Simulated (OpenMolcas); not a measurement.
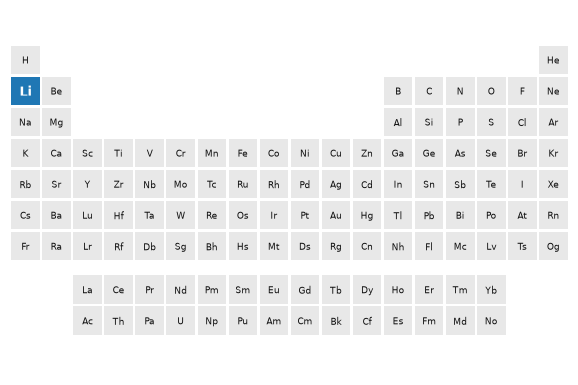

Fig. 1: The place of lithium in the periodic table.

**Multiconfigurational calculation, with input and output: Li**

- system: Li.
- method: state-averaged CASSCF, active space 1 electron in the shells 2s 2p 3s 3p, basis ANO-RCC-VTZP, DKH2 scalar Hamiltonian, spin-orbit coupling by RASSI with atomic mean-field integrals (OpenMolcas)

Outcome:

- outcome: refused by the program
- hardware: 1 CPU thread, shared host

What went wrong:

This input holds a deliberate fault: wrong electron count. The program refused the input; the driver noted: RASSCF spin 2: _RC_INPUT_ERROR_.

Input:
```
&GATEWAY
Coord
1

Li 0.0 0.0 0.0
Basis=ANO-RCC-VTZP
Group=XYZ
NoMove
AngMom=0.0 0.0 0.0
AMFI
&SEWARD
&RASSCF
FileOrb=start.orb
Symmetry=1
Spin=2
nActEl=1 0 0
Inactive=1 0
Ras2=1 3
CIRoot=1 1 1
SDav=1
CIMx=300
Iter=120 100
PrWF=0.3
OrbListing=Nothing
MaxOrb=0
Atom
>>> COPY $Project.JobIph JOBPRE
&RASSCF
FileOrb=start.orb
Symmetry=1
Spin=2
nActEl=2 0 0
Inactive=1 0
Ras2=2 6
CIRoot=2 2 1
SDav=2
CIMx=300
Iter=59 100
PrWF=0.3
OrbListing=Nothing
MaxOrb=0
Atom
CIOnly
>>> COPY $Project.JobIph JOB001
```

The file start.orb holds starting orbitals from an earlier step.

Launched with:
```bash
OMP_NUM_THREADS=1 MOLCAS_MEM=2252 MOLCAS_PROJECT=a pymolcas a.inp > a.log  # once for each step of the input, in one work folder
```

Log (extracts):
```
--- SEWARD ---
Basis set label: LI.ANO-RCC...4S3P2D1F.

      Electronic valence basis set:
      ------------------
      Associated Effective Charge   3.000000 au
      Associated Actual Charge      3.000000 au
      Nuclear Model: Point charge

      Shell  nPrim  nBasis  Cartesian Spherical Contaminant
         s      14       4        X
         p       9       3        X
         d       4       2                 X
         f       3       1                 X
                  Relativistic Douglas-Kroll-Hess integrals:
                    - DKH order of Hamiltonian: 2
                    - DKH order of Properties : 0
                  Atomic mean-field integrals
--- RASSCF ---

 Nr of active orbitals     NAC=   8
 Spin degeneracy         ISPIN=   2
 There can be no such wave function.
 ************************************************
--- Stop Module: rasscf at  /rc=_RC_INPUT_ERROR_ ---
.####################.
.# User input error #.
.####################.
```
